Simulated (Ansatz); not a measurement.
Bands of a (3,1) carbon nanotube, along its axis.

Calculation: PBE (plane waves to 420 eV, PAW; Ansatz, a first-principles code). Mesh 1×1×6. No spin polarisation. Isolated but for its images some 11 Å away. An idealised model, rolled from the flat sheet. It keeps the symmetry and period of its start, so it need not be a minimum against all distortions.

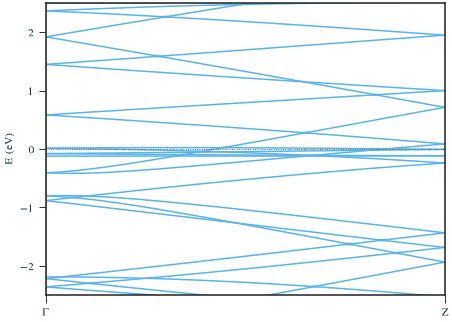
Bands from the zone centre to the zone edge (period 15.34 Å); the dotted line marks the highest filled level

### Question
Is it a metal or a semiconductor at this level? Give what the bands show.

### Answer
A metal in PBE.
- PBE gap: none (under 0.01 eV)
